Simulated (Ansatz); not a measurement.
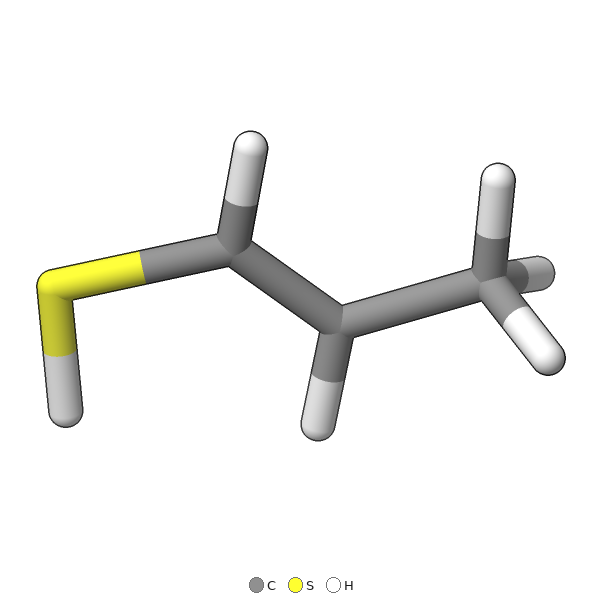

A stick model of a molecule. Every bond is drawn as one stick, whatever its order.

The computed structure is the end point of a PBE0-D4/def2-TZVP optimisation.

Question: Which formula does it have?

Answer: C₃H₆S, 10 atoms: 3 carbon, 6 hydrogen and 1 sulfur.

Question: How many atoms are distinct by symmetry?

Answer: 9: 1 C, 1 C, 1 C, 1 S, 2 H, 1 H, 1 H, 1 H, 1 H.

Question: Give the symmetry (Schoenflies symbol).

Answer: Cs.

The parts below concern this one geometry. Atoms keep their numbers from picture to picture.

## Geometry

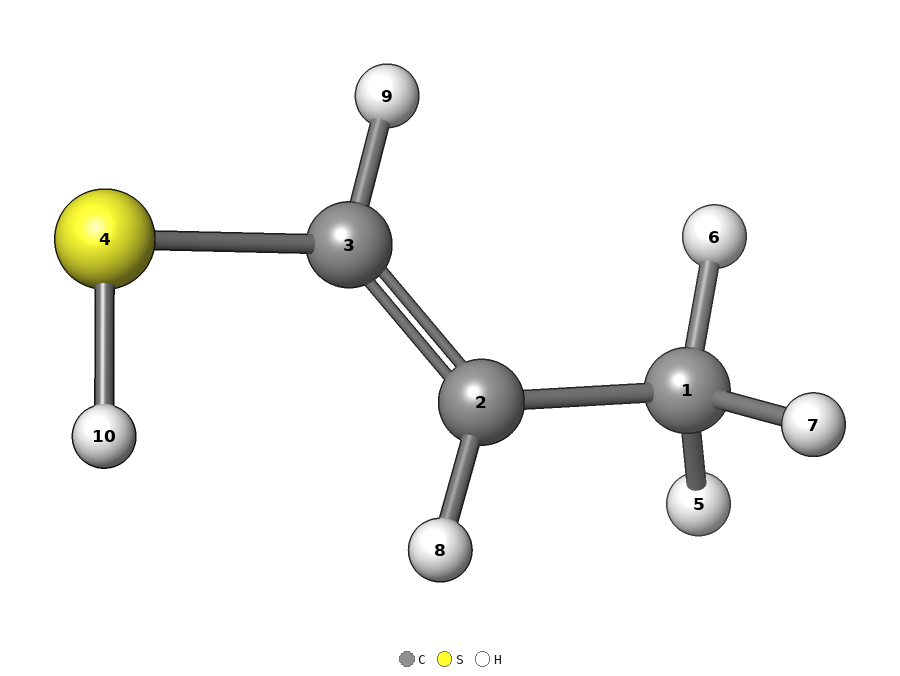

The atoms are numbered.

Give the bond lengths.

| bond | length (Å) | order |
| --- | --- | --- |
| C1–C2 | 1.490 | single |
| C1–H5 | 1.095 | single |
| C1–H6 | 1.092 | single |
| C1–H7 | 1.095 | single |
| C2–C3 | 1.328 | double |
| C2–H8 | 1.088 | single |
| C3–S4 | 1.748 | single |
| C3–H9 | 1.087 | single |
| S4–H10 | 1.343 | single |

## Charges

The questions are on Mulliken charges. Level of theory: RKS r2SCAN-D4/def2-TZVPP (Ansatz 0.2.0).

Question: Which atom carries the highest charge (most positive or least negative)?

Answer: H10 (0.09 e).

Question: And the lowest?

Answer: C2 (−0.13 e).

List the Mulliken charges.

| atom | value (e) |
| --- | --- |
| C1 | −0.08 |
| C2 | −0.13 |
| C3 | −0.01 |
| S4 | −0.11 |
| H5 | 0.05 |
| H6 | 0.03 |
| H7 | 0.05 |
| H8 | 0.05 |
| H9 | 0.06 |
| H10 | 0.09 |

## Levels of theory compared

Program: Ansatz 0.2.0.

Tabulate HOMO–LUMO gap (eV), HOMO energy (eV) at these levels: B3LYP-D4/def2-TZVPP; CAM-B3LYP-D4/def2-TZVPP; HSE06 (plane-wave form)-D4/def2-TZVPP; PBE-D4/def2-TZVPP; PBE0-D4/def2-QZVPP; PBE0-D4/def2-SVP; PBE0-D4/def2-TZVPP; r2SCAN-D4/def2-TZVPP; ωB97M-V/def2-SVP; ωB97M-V/def2-TZVPP.

```
                                level  HOMO–LUMO gap (eV)  HOMO energy (eV)
                  B3LYP-D4/def2-TZVPP                6.06             −6.00
              CAM-B3LYP-D4/def2-TZVPP                8.89             −7.48
HSE06 (plane-wave form)-D4/def2-TZVPP                5.72             −5.82
                    PBE-D4/def2-TZVPP                4.45             −5.14
                   PBE0-D4/def2-QZVPP                6.42             −6.24
                     PBE0-D4/def2-SVP                6.70             −6.11
                   PBE0-D4/def2-TZVPP                6.50             −6.21
                 r2SCAN-D4/def2-TZVPP                4.84             −5.33
                     ωB97M-V/def2-SVP               10.99             −8.20
                   ωB97M-V/def2-TZVPP               10.69             −8.33
```

## Dipole moment

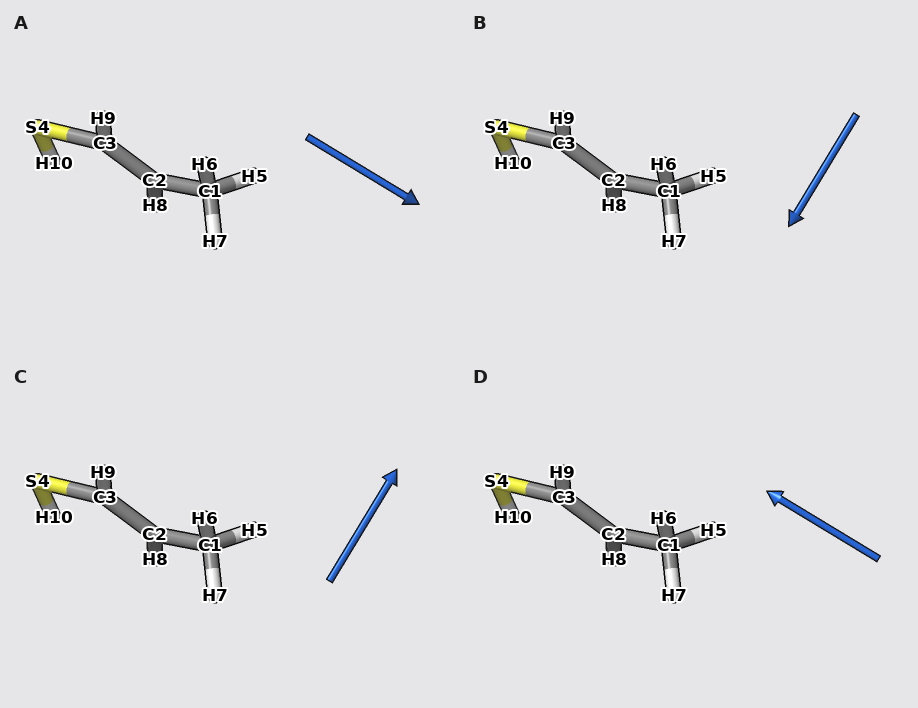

The same molecule four times, each with an arrow. Method: RKS B3LYP-D4/def2-TZVPP (Ansatz 0.2.0).

Question: Which arrow points along the dipole moment, from the negative to the positive end?

Answer: A. The dipole moment is 1.26 D; it points from the side of S4 to the side of H5, H7 (the outermost atoms at the two ends).

## Thermal motion

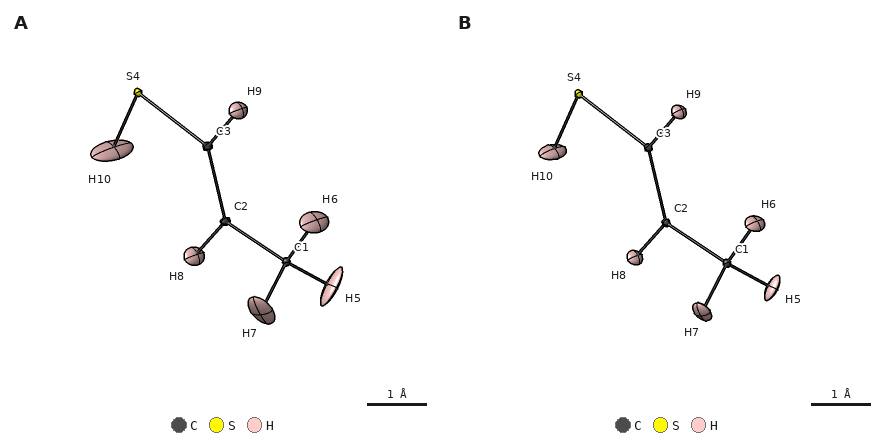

Displacement ellipsoids at the 50 % level, scaled by 0.7, from the internal vibrations of the free molecule (harmonic, no overall translation or rotation; no half-axis is drawn under 0.075 Å). Vibrations computed with RKS PBE0-D4/def2-TZVP (Ansatz 0.2.0). One panel is for 200 K, the other for 600 K.

Question: Which panel is for 600 K?

Answer: A.

Question: How much does the mean-square displacement of H10 grow, and why?

Answer: U_eq goes from 0.0378 to 0.0843 Å², a factor of 2.2. Modes below kT (417 cm⁻¹ at 600 K) grow about in proportion to T, and the lowest lies at 194 cm⁻¹; the mean-square amplitude of a mode is its zero-point value times coth(ħω/2kT), which comes close to 1 only above about 3kT.

Mulliken values depend strongly on the basis set and can even reverse the polarity of a bond.
